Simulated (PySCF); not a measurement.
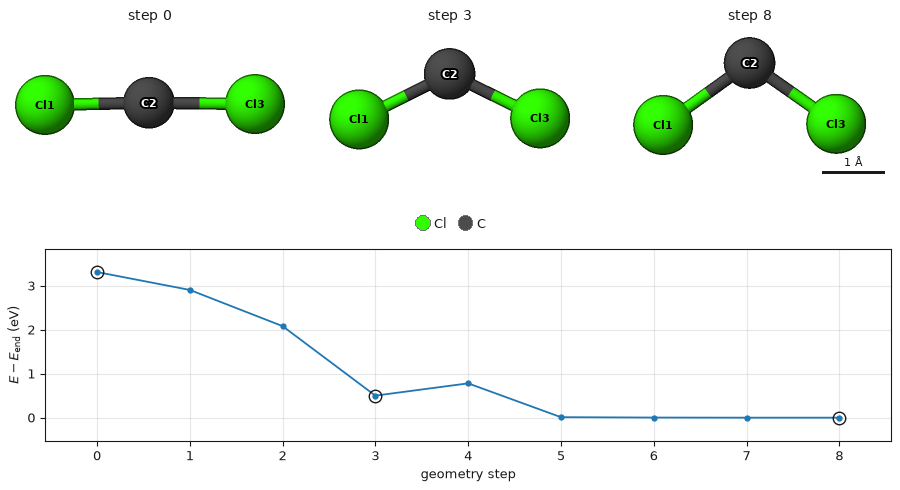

Frames of a relaxation of CCl₂, marked on the history of the run. A ball-and-stick model, seen face on.

The start comes from MMFF94s. Its atoms were then displaced at random by about 0.03 Å.

The calculation used PBE0-D3(BJ)/def2-SVP geometry optimisation, gas phase in PySCF 2.14.0, density-fitted response routines. 

Question: Describe the path.

Answer: After 8 geometry steps the energy has fallen by 3.312 eV. The atom that moves furthest after the best rigid fit is C2 (0.64 Å). By element the largest moves are C 0.64 Å, Cl 0.44 Å. Among the contacts that change: Cl1–Cl3 3.403 → 2.804 Å, Cl1–C2 1.685 → 1.719 Å. Bond angles that change, for instance: Cl1–C2–Cl3 178.1° → 109.3°. From step 0 to 3: C2 moves most (0.47 Å), energy −2.811 eV. From step 3 to 8: C2 moves most (0.18 Å), energy −0.501 eV.

| step | E − E(0), eV |
| --- | --- |
| 0 | 0.0000 |
| 1 | -0.4063 |
| 2 | -1.2298 |
| 3 | -2.8105 |
| 4 | -2.5311 |
| 5 | -3.3002 |
| 6 | -3.3088 |
| 7 | -3.3115 |
| 8 | -3.3115 |
